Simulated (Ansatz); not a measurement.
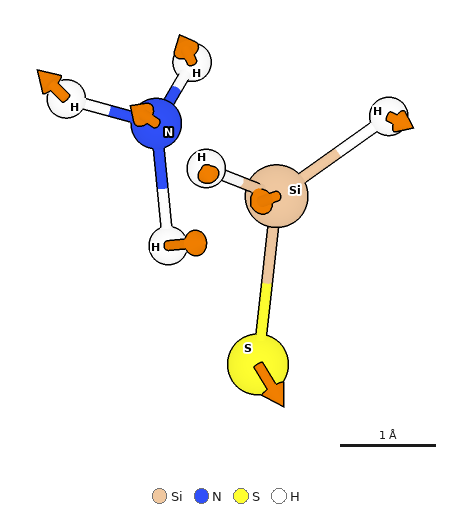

A constrained relaxation of SiNH5S. The starting structure is drawn; orange arrows show the displacements, magnified 10 times. The two geometries are superimposed by the best rigid fit.

A ball-and-stick model, seen from a free direction.

The reaction that was planned forms N2–H4 and breaks Si1–N2, S3–H4 (atoms numbered from 1 in input order).

All numbers below come from RKS PBE0-D4/def2-SVP (Ansatz). Settings: held fixed: the distance between atoms 2 (N) and 4 (H), the distance between atoms 1 (Si) and 2 (N), the distance between atoms 3 (S) and 4 (H), counting from 1; force threshold 0.08 eV/Å; at most 120 steps.

**Atoms of which element are displaced furthest, and by how much?**

Hydrogen: up to 0.082 Å, against 0.056 Å for silicon.

**What happened in the run?**

The largest move after the best rigid fit is that of an H atom, 0.082 Å. By element the largest moves are H 0.082 Å, Si 0.056 Å, S 0.055 Å, N 0.047 Å. Near-neighbour distances that change, for instance: H–Si 2.258 → 2.122 Å, H–Si 1.453 → 1.494 Å, H–N 1.010 → 1.020 Å. Bond angles that change, for instance: H–Si–H 111.6° → 108.6°, H–N–H 113.4° → 116.2°, H–N–H 113.5° → 116.3°. The optimiser took 4 steps. The run took roughly 12 core-seconds on a shared host.
